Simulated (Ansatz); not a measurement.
## TaH$_{4}$ClO$_{4}$: molecular dynamics (part 1 of 2)

The run: molecular dynamics of TaH$_{4}$ClO$_{4}$, SMILES [OH][Ta]([OH])([OH])([OH])[Cl]. Method and program: RKS revPBE/def2-SVP (Ansatz 0.2.0).

The geometry comes from this level: PBE0-D4/def2-TZVP. Figures and captions count atoms from 1; the log counts them from 0 in places.

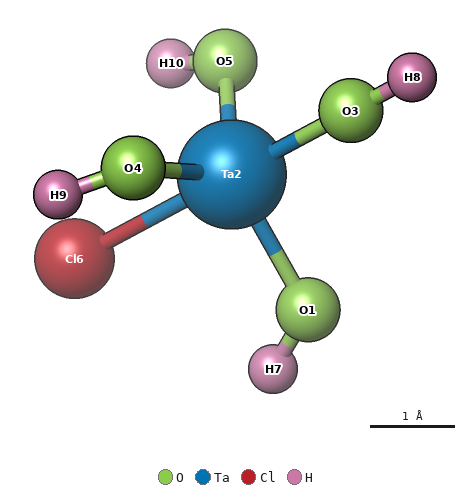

*The starting structure (ball-and-stick view, seen at a tilt; atoms are numbered from 1 in the order of the input). Sticks mark near contacts.*

### Summary

```csv
quantity,value
outcome,finished
mean temperature over the second half,275 K
trajectory,"50 steps, 50 fs"
ensemble,nvt_nose_hoover
temperature in the input,500 K
time step,1 fs
potential energy (last step),−22321.1542 eV
SCF solution under orbital rotations (last step),stable
largest force (length of the vector) (last step),5.473 eV/Å
dipole moment (last step),1.05 D
hardware,"4 threads of Arm Neoverse V2, 23 GiB of memory available, shared host"
wall time,89 s (CPU time 5.6 min)
peak memory,0.18 GiB
```

### Notes

So short a trajectory is not equilibrated. The temperature stays far from the 500 K of the thermostat over the second half: the run isn't equilibrated.

### Input file
```yaml
crystal:
  periodic: [false, false, false]
  atoms:
    - {symbol: O, position_ang: [-1.154350, -0.988830, -1.128541]}
    - {symbol: Ta, position_ang: [0.084268, -0.102745, 0.009033]}
    - {symbol: O, position_ang: [1.232239, -1.557280, 0.135660]}
    - {symbol: O, position_ang: [-0.259096, -0.020835, 1.876876]}
    - {symbol: O, position_ang: [1.390606, 1.050192, -0.751384]}
    - {symbol: Cl, position_ang: [-1.427757, 1.817039, -0.158877]}
    - {symbol: H, position_ang: [-1.946148, -0.548734, -1.446359]}
    - {symbol: H, position_ang: [1.825777, -2.300263, 0.198770]}
    - {symbol: H, position_ang: [-0.845171, 0.641768, 2.249851]}
    - {symbol: H, position_ang: [1.182730, 1.958589, -0.982132]}
basis:
  gaussian: {orbitals: def2-SVP}
hamiltonian: {xc: {name: revPBE}}
md: {timestep: 1 fs, n_steps: 50, ensemble: nvt_nose_hoover, temperature: 500, initial_velocities: maxwell_boltzmann, seed: 78}
```

Command:
```bash
ansatz run in.yaml --threads 4 --pin off --events-out ev --progress --plain --max-ram 11315MiB
```

### What the program printed
```
Functional definition: revPBE
  name "revPBE"
  cite "Zhang & Yang, Phys. Rev. Lett. 80, 890 (1998) doi:10.1103/PhysRevLett.80.890"
  cite "Perdew, Burke & Ernzerhof, Phys. Rev. Lett. 77, 3865 (1996) doi:10.1103/PhysRevLett.77.3865"
  parameter kappa = 1.245
  parameter beta = 0.06672455060314922
  exchange = pbe_x(kappa = kappa, mu = beta*pi^2/3)
  correlation = pbe_c(beta = beta)
1303 factors; their error is unknown
mean field evaluation 1: about -22300.3134 eV, gradient 1.1e2 eV
mean field evaluation 2: about -22111.0644 eV, gradient 3.1e2 eV
mean field evaluation 4: about -22319.9156 eV, gradient 2.9e1 eV
mean field evaluation 8: about -22321.5897 eV, gradient 2.9e-1 eV
mean field evaluation 16: about -22321.5372 eV, gradient 1.9e-3 eV
mean field -22321.53722333 eV, -820.3013628760 hartree, gradient 1.5e-5 eV, S^2 0.000000; 0 other end points of the search recorded, 0 dependent functions left out
the calculation of the forces begins
reference -22321.53730357 eV, -820.3013658247 hartree; 33, 33 occupied and 93, 93 virtual orbitals, 1303 factors
md step     0: t =     0.00 fs  T =   500.0 K  F+E_penalty+E_count = -22321.53722333 eV  E_kin = 0.517040 eV  conserved = -22321.02018333 eV  (29 SCF iters)
these checks for a lower state are left out or cut short: starts, cluster_reference, orbital_swaps, neighbouring_geometries, increment
1303 factors; their error is unknown
mean field -22321.48057265 eV, -820.2992810020 hartree, gradient 1.9e-5 eV, S^2 0.000000; 0 other end points of the search recorded, 0 dependent functions left out
the calculation of the forces begins
reference -22321.48065281 eV, -820.2992839479 hartree; 33, 33 occupied and 93, 93 virtual orbitals, 1303 factors
md step     1: t =     1.00 fs  T =   458.5 K  F+E_penalty+E_count = -22321.48057265 eV  E_kin = 0.474174 eV  conserved = -22321.00639992 eV  (31 SCF iters)
[... from here on the SCF iterations and repeated set-up lines of each step are left out, up to the last step ...]
md step     2: t =     2.00 fs  T =   342.3 K  F+E_penalty+E_count = -22321.34699002 eV  E_kin = 0.353941 eV  conserved = -22320.99305842 eV  (30 SCF iters)
md step     3: t =     3.00 fs  T =   331.2 K  F+E_penalty+E_count = -22321.33587831 eV  E_kin = 0.342499 eV  conserved = -22320.99341703 eV  (31 SCF iters)
md step     4: t =     4.00 fs  T =   431.8 K  F+E_penalty+E_count = -22321.44907336 eV  E_kin = 0.446542 eV  conserved = -22321.00262519 eV  (30 SCF iters)
md step     5: t =     5.00 fs  T =   505.4 K  F+E_penalty+E_count = -22321.53903551 eV  E_kin = 0.522580 eV  conserved = -22321.01663307 eV  (30 SCF iters)
md step     6: t =     6.00 fs  T =   406.0 K  F+E_penalty+E_count = -22321.42707036 eV  E_kin = 0.419869 eV  conserved = -22321.00746227 eV  (31 SCF iters)
md step     7: t =     7.00 fs  T =   298.1 K  F+E_penalty+E_count = -22321.29034735 eV  E_kin = 0.308285 eV  conserved = -22320.98240018 eV  (32 SCF iters)
md step     8: t =     8.00 fs  T =   401.8 K  F+E_penalty+E_count = -22321.42553220 eV  E_kin = 0.415500 eV  conserved = -22321.01047520 eV  (31 SCF iters)
md step     9: t =     9.00 fs  T =   458.7 K  F+E_penalty+E_count = -22321.49104896 eV  E_kin = 0.474291 eV  conserved = -22321.01734645 eV  (30 SCF iters)
md step    10: t =    10.00 fs  T =   334.2 K  F+E_penalty+E_count = -22321.34444223 eV  E_kin = 0.345574 eV  conserved = -22320.99960163 eV  (31 SCF iters)
md step    11: t =    11.00 fs  T =   218.9 K  F+E_penalty+E_count = -22321.21681613 eV  E_kin = 0.226375 eV  conserved = -22320.99129269 eV  (31 SCF iters)
md step    12: t =    12.00 fs  T =   238.3 K  F+E_penalty+E_count = -22321.24098762 eV  E_kin = 0.246428 eV  conserved = -22320.99553594 eV  (31 SCF iters)
md step    13: t =    13.00 fs  T =   334.1 K  F+E_penalty+E_count = -22321.35224073 eV  E_kin = 0.345509 eV  conserved = -22321.00789497 eV  (30 SCF iters)
md step    14: t =    14.00 fs  T =   335.0 K  F+E_penalty+E_count = -22321.36277387 eV  E_kin = 0.346382 eV  conserved = -22321.01779678 eV  (32 SCF iters)
md step    15: t =    15.00 fs  T =   181.8 K  F+E_penalty+E_count = -22321.18014674 eV  E_kin = 0.187986 eV  conserved = -22320.99377138 eV  (32 SCF iters)
md step    16: t =    16.00 fs  T =   154.3 K  F+E_penalty+E_count = -22321.14621419 eV  E_kin = 0.159530 eV  conserved = -22320.98844992 eV  (31 SCF iters)
md step    17: t =    17.00 fs  T =   294.4 K  F+E_penalty+E_count = -22321.32056196 eV  E_kin = 0.304432 eV  conserved = -22321.01813605 eV  (30 SCF iters)
md step    18: t =    18.00 fs  T =   290.3 K  F+E_penalty+E_count = -22321.30897347 eV  E_kin = 0.300211 eV  conserved = -22321.01110739 eV  (32 SCF iters)
md step    19: t =    19.00 fs  T =   161.6 K  F+E_penalty+E_count = -22321.15863567 eV  E_kin = 0.167090 eV  conserved = -22320.99417184 eV  (31 SCF iters)
md step    20: t =    20.00 fs  T =   115.5 K  F+E_penalty+E_count = -22321.10782228 eV  E_kin = 0.119433 eV  conserved = -22320.99120644 eV  (31 SCF iters)
md step    21: t =    21.00 fs  T =   207.2 K  F+E_penalty+E_count = -22321.21038712 eV  E_kin = 0.214266 eV  conserved = -22320.99918983 eV  (31 SCF iters)
md step    22: t =    22.00 fs  T =   318.2 K  F+E_penalty+E_count = -22321.33914905 eV  E_kin = 0.329025 eV  conserved = -22321.01363222 eV  (31 SCF iters)
md step    23: t =    23.00 fs  T =   274.2 K  F+E_penalty+E_count = -22321.29292850 eV  E_kin = 0.283574 eV  conserved = -22321.01338290 eV  (32 SCF iters)
md step    24: t =    24.00 fs  T =   152.3 K  F+E_penalty+E_count = -22321.13592123 eV  E_kin = 0.157487 eV  conserved = -22320.98285662 eV  (31 SCF iters)
md step    25: t =    25.00 fs  T =   245.2 K  F+E_penalty+E_count = -22321.25054512 eV  E_kin = 0.253513 eV  conserved = -22321.00185280 eV  (31 SCF iters)
md step    26: t =    26.00 fs  T =   383.2 K  F+E_penalty+E_count = -22321.41092547 eV  E_kin = 0.396210 eV  conserved = -22321.02019759 eV  (31 SCF iters)
md step    27: t =    27.00 fs  T =   322.4 K  F+E_penalty+E_count = -22321.33143364 eV  E_kin = 0.333413 eV  conserved = -22321.00426749 eV  (30 SCF iters)
md step    28: t =    28.00 fs  T =   210.7 K  F+E_penalty+E_count = -22321.20215698 eV  E_kin = 0.217887 eV  conserved = -22320.99111416 eV  (32 SCF iters)
md step    29: t =    29.00 fs  T =   226.4 K  F+E_penalty+E_count = -22321.21999486 eV  E_kin = 0.234160 eV  conserved = -22320.99319739 eV  (31 SCF iters)
md step    30: t =    30.00 fs  T =   350.0 K  F+E_penalty+E_count = -22321.35882127 eV  E_kin = 0.361972 eV  conserved = -22321.00492841 eV  (30 SCF iters)
md step    31: t =    31.00 fs  T =   412.0 K  F+E_penalty+E_count = -22321.43525744 eV  E_kin = 0.426007 eV  conserved = -22321.01830271 eV  (30 SCF iters)
md step    32: t =    32.00 fs  T =   288.6 K  F+E_penalty+E_count = -22321.29037518 eV  E_kin = 0.298415 eV  conserved = -22321.00192572 eV  (31 SCF iters)
md step    33: t =    33.00 fs  T =   212.3 K  F+E_penalty+E_count = -22321.19097343 eV  E_kin = 0.219497 eV  conserved = -22320.98211670 eV  (31 SCF iters)
md step    34: t =    34.00 fs  T =   351.5 K  F+E_penalty+E_count = -22321.36663764 eV  E_kin = 0.363434 eV  conserved = -22321.01463989 eV  (31 SCF iters)
md step    35: t =    35.00 fs  T =   393.3 K  F+E_penalty+E_count = -22321.41012630 eV  E_kin = 0.406677 eV  conserved = -22321.01596199 eV  (30 SCF iters)
md step    36: t =    36.00 fs  T =   255.5 K  F+E_penalty+E_count = -22321.24783629 eV  E_kin = 0.264227 eV  conserved = -22320.99708002 eV  (30 SCF iters)
md step    37: t =    37.00 fs  T =   156.6 K  F+E_penalty+E_count = -22321.13712869 eV  E_kin = 0.161908 eV  conserved = -22320.98932013 eV  (32 SCF iters)
md step    38: t =    38.00 fs  T =   212.6 K  F+E_penalty+E_count = -22321.20134780 eV  E_kin = 0.219872 eV  conserved = -22320.99616922 eV  (31 SCF iters)
md step    39: t =    39.00 fs  T =   329.7 K  F+E_penalty+E_count = -22321.33634893 eV  E_kin = 0.340918 eV  conserved = -22321.01102919 eV  (32 SCF iters)
md step    40: t =    40.00 fs  T =   311.7 K  F+E_penalty+E_count = -22321.32274048 eV  E_kin = 0.322338 eV  conserved = -22321.01709819 eV  (30 SCF iters)
md step    41: t =    41.00 fs  T =   156.8 K  F+E_penalty+E_count = -22321.13122612 eV  E_kin = 0.162162 eV  conserved = -22320.98658238 eV  (30 SCF iters)
md step    42: t =    42.00 fs  T =   183.5 K  F+E_penalty+E_count = -22321.16478927 eV  E_kin = 0.189752 eV  conserved = -22320.99318014 eV  (30 SCF iters)
md step    43: t =    43.00 fs  T =   336.2 K  F+E_penalty+E_count = -22321.34751241 eV  E_kin = 0.347636 eV  conserved = -22321.01900837 eV  (31 SCF iters)
md step    44: t =    44.00 fs  T =   311.3 K  F+E_penalty+E_count = -22321.30994034 eV  E_kin = 0.321939 eV  conserved = -22321.00839331 eV  (31 SCF iters)
md step    45: t =    45.00 fs  T =   181.7 K  F+E_penalty+E_count = -22321.15847166 eV  E_kin = 0.187863 eV  conserved = -22320.99198321 eV  (31 SCF iters)
md step    46: t =    46.00 fs  T =   157.1 K  F+E_penalty+E_count = -22321.13031917 eV  E_kin = 0.162486 eV  conserved = -22320.98990650 eV  (32 SCF iters)
md step    47: t =    47.00 fs  T =   275.6 K  F+E_penalty+E_count = -22321.26279992 eV  E_kin = 0.285032 eV  conserved = -22321.00076969 eV  (32 SCF iters)
md step    48: t =    48.00 fs  T =   383.6 K  F+E_penalty+E_count = -22321.38840898 eV  E_kin = 0.396663 eV  conserved = -22321.01619545 eV  (31 SCF iters)
md step    49: t =    49.00 fs  T =   307.6 K  F+E_penalty+E_count = -22321.30122342 eV  E_kin = 0.318054 eV  conserved = -22321.00916055 eV  (32 SCF iters)
these checks for a lower state are left out or cut short: starts, cluster_reference, orbital_swaps, neighbouring_geometries, increment
1303 factors; their error is unknown
mean field -22321.15413640 eV, -820.2872846911 hartree, gradient 2.2e-5 eV, S^2 0.000000; 0 other end points of the search recorded, 0 dependent functions left out
the calculation of the forces begins
reference -22321.15421816 eV, -820.2872876955 hartree; 33, 33 occupied and 93, 93 virtual orbitals, 1303 factors
1303 factors; their error is unknown
mean field evaluation 416: about -22299.0558 eV, gradient 1.1e2 eV
mean field -22321.15413640 eV, -820.2872846911 hartree, gradient 2.2e-5 eV, S^2 0.000000; 1 other end points of the search recorded, 0 dependent functions left out
the calculation of the forces begins
reference -22321.15421816 eV, -820.2872876955 hartree; 33, 33 occupied and 93, 93 virtual orbitals, 1303 factors
md step    50: t =    50.00 fs  T =   193.8 K  F+E_penalty+E_count = -22321.15413640 eV  E_kin = 0.200414 eV  conserved = -22320.98085501 eV  (32 SCF iters)
```
